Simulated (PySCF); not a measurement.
# AsF3, SMILES `F[As](F)F`: electronic structure

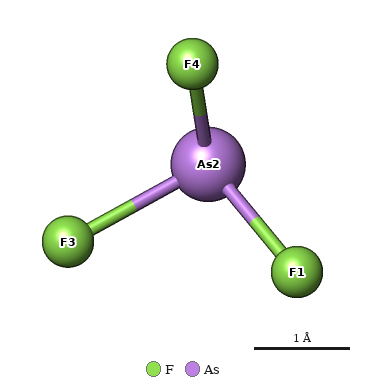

The molecule, with its atoms numbered as below. No frequency check shows the geometry to be a minimum.

Cartesian coordinates (Å):

```
F1      -1.2144   -0.7717   -0.5185
As2     -0.0000   -0.0001    0.4242
F3       1.2756   -0.6656   -0.5185
F4      -0.0612    1.4376   -0.5183
```

### 1. Bonding charge

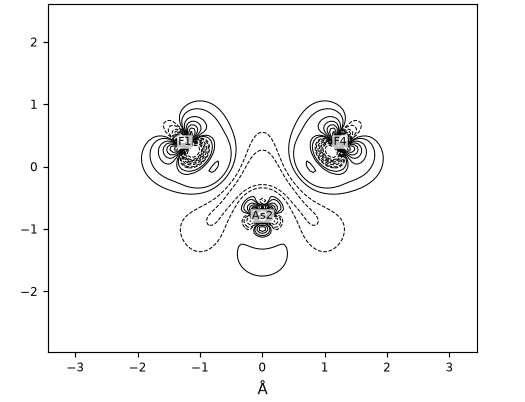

Deformation density (molecule less spherical, spin-averaged free atoms) in the plane of F1, As2 and F4; contours at ±0.05 to ±0.8 e/Å³; solid lines: gain, dashed lines: loss.

PySCF calculation, PBE/def2-TZVP, gas phase; geometry: GFN2-xTB.

Describe the bonding that the map shows.

Answer. F1–As2 and As2–F4: +0.02 e/Å³ at the bond critical point (bond length 1.72 Å, Mayer order 1.0); up to 0.6 Å beside the axis the gain reaches +0.21 e/Å³. In all, 0.9 electrons gather in the regions of gain relative to the promolecule. A small or negative value marks a very polar bond, one between electron-rich atoms, whose free-atom densities already overlap strongly, a long bond to a heavier atom, or a closed-shell contact such as a hydrogen bond.

Where do the Hirshfeld charges lie?

Answer. The highest Hirshfeld charge is on As2 (+0.55 e), the lowest on F1, F3 and F4 (−0.18 e).

```
atom  charge (e)
  F1       −0.18
 As2       +0.55
  F3       −0.18
  F4       −0.18
```

### 2. Bond critical points

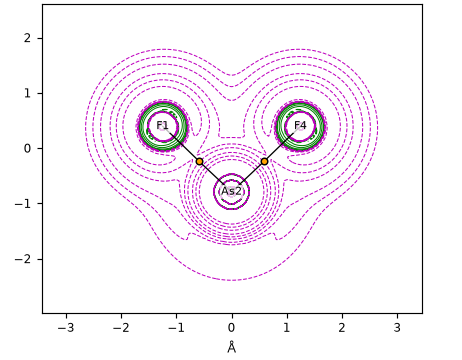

Negative Laplacian of the density (−∇²ρ) in the plane of F1, As2 and F4 (solid green lines positive, dashed magenta lines negative, contours at ±0.02 to ±8 a.u.), with bond paths and bond critical points (dots).

Sort the bonds in the plane by the sign of ∇²ρ at their critical points.

Answer. At none is it concentrated. Depleted (∇²ρ > 0): F1–As2 and As2–F4 (+0.64 a.u., H = −0.079). A positive Laplacian with clearly negative H marks a strongly polar covalent bond, whose critical point lies close to the core of the less electronegative atom.

### 3. Local ionisation energy

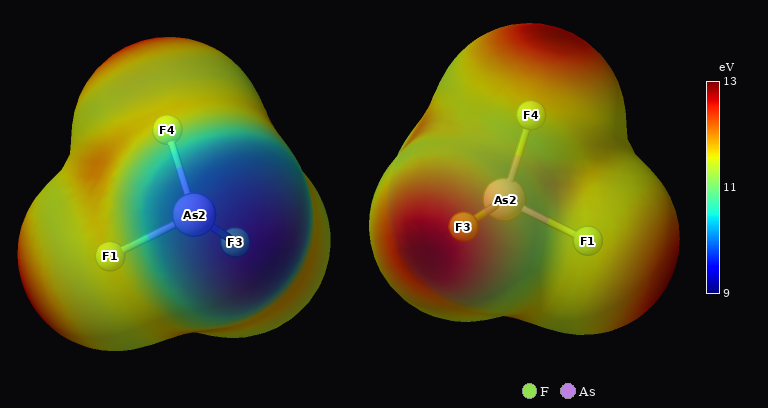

Average local ionisation energy on the surface of electron density 0.001 a.u. (back view left, front view right).

Where are the most loosely bound electrons on this surface?

Answer. The lowest value is 9.6 eV, 2.3 Å from As2. Further minima include 11.5 eV, 1.7 Å from F4, and at like points elsewhere. For comparison, the highest occupied orbital lies at −8.6 eV.

### 4. In an electric field

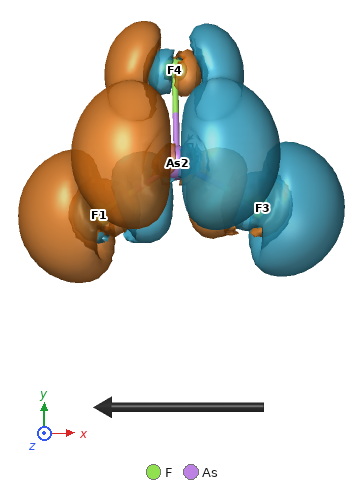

Change of the electron density in a uniform field of 0.21 V/Å along −x (arrow), surfaces at ±0.001 e/Å³ (light blue: gain, orange: loss).

PySCF calculation, PBE/def2-TZVP, gas phase; geometry: GFN2-xTB. A basis without diffuse functions makes polarisabilities too small.

The field was applied in both directions; the picture shows the one opposite to the script's first.

How large is the response?

Answer. The induced dipole is 0.28 D (along the field); α along this axis, from the fields in both directions, is 28 bohr³ (4.1 Å³).

### 5. Removing or adding an electron

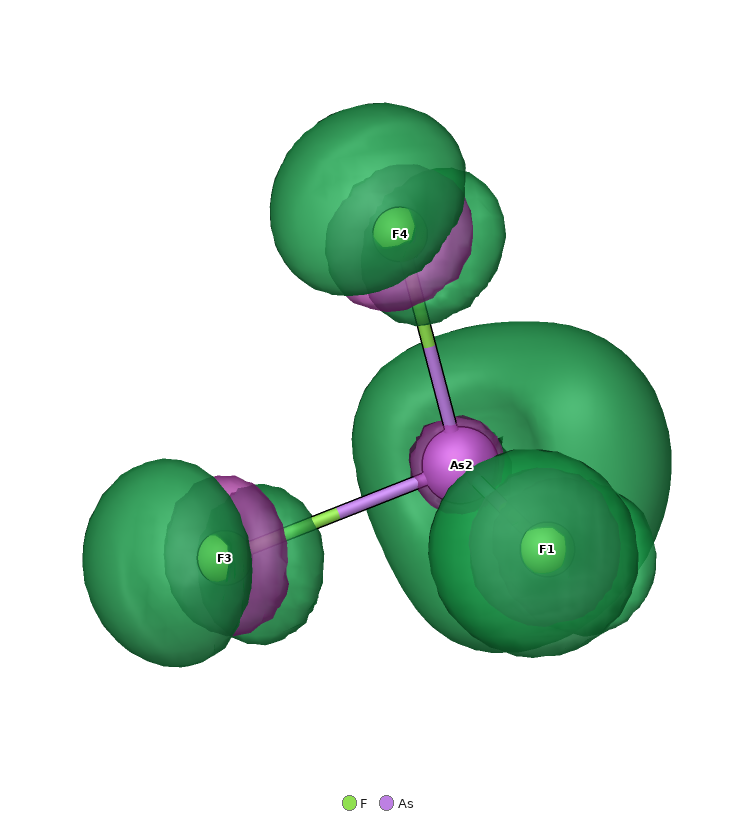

Fukui function f⁻ = ρ(N) − ρ(N−1) at fixed geometry, surfaces at ±0.03 e/Å³ (green positive, purple negative).

Level of theory: PBE/def2-TZVP (PySCF), at a geometry from GFN2-xTB.

Which atoms respond most to the removal of an electron?

Answer. f⁻ (Hirshfeld-condensed) is largest on As2 (0.46); the vertical ionisation energy is 12.37 eV (the stability of the cation's solution wasn't checked). Condensed values hint at sites of electrophilic attack but needn't mark the atom that reacts. Orbital relaxation makes it negative in places (0.11 e in all).

The PySCF runs shown took 9.1 s, 20 s and 20 s on 1 thread of Intel(R) Xeon(R) 6975P-C (Granite Rapids), with other jobs on the host.
